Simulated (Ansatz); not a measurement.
A van 't Hoff estimate for C4H3F3 + CH4 ⇌ C4H4F2 + CH3F

Species: C4H3F3 `FC1=C(F)C(F)C1`, singlet; CH4 (methane) `C`, singlet; C4H4F2 `FC1=CCC1F`, singlet; CH3F (fluoromethane) `CF`, singlet. The partners trade F for H; both sit on C, so the bond types are kept.

The electronic reaction energy at CCSD(T)/CBS estimate is +19.4 kJ/mol. Shapes: PBE0-D4/def2-TZVP. Programs: Ansatz 0.2.0. Enthalpy and entropy come from rigid-rotor, harmonic-oscillator sums on unscaled PBE0-D4/def2-TZVP wavenumbers, ideal gases at 1 bar; R ln 2 is added for the mirror twin of the chiral shape of C4H3F3, C4H4F2. Symmetry numbers: C4H3F3 1, CH4 12, C4H4F2 1, CH3F 3. R = 8.3145 J/(mol K).

| T (K) | ΔH (kJ/mol) | ΔS (J/(mol K)) |
| --- | --- | --- |
| 400 | +21.9 | +14.9 |
| 600 | +20.9 | +12.8 |
| 800 | ? | ? |

Work out ln K at 400 and 600 K, and from these estimate it at 800 K.


1. 400 K: ΔG = +21.9 − 400 × (+14.9)/1000 = +15.9 kJ/mol; ln K = −ΔG/RT = -4.78.
2. 600 K: ΔG = +20.9 − 600 × (+12.8)/1000 = +13.2 kJ/mol; ln K = −ΔG/RT = -2.65.
3. Slope against 1000/T: (-2.65 − (-4.78))/(1.6667 − 2.5000) = -2.56, that is −ΔH/R with ΔH near +21 kJ/mol.
4. 800 K: ln K = -4.78 + (-2.56) × (1.2500 − 2.5000) = -1.58.

The full sums give ΔH = +20.4 kJ/mol, ΔS = +12.1 J/(mol K), ΔG = +10.7 kJ/mol and ln K = -1.61 at 800 K, so the line is off by +0.03 in ln K; without rounding the miss is +0.04, from the change of ΔH with temperature. ΔG stays too near zero to say which side is favoured. An error of 10 kJ/mol in the energy moves ln K by 1.5 at 800 K. Soft modes are treated as harmonic, which can err either way at these temperatures; the lowest are those of C4H3F3 (134 cm⁻¹), C4H4F2 (199 cm⁻¹). The CBS estimate extrapolates MP2 from def2-TZVPP and def2-QZVPP and adds CCSD(T) − MP2 in the triple-zeta set, cores frozen.

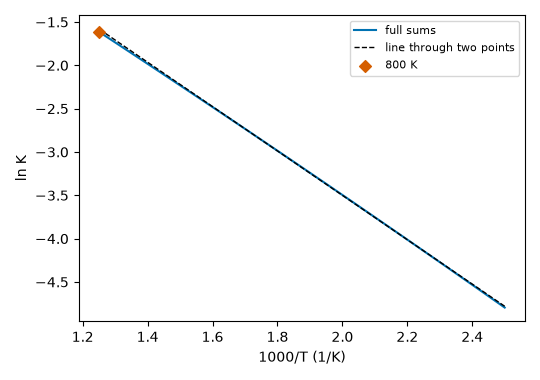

The van 't Hoff plot.
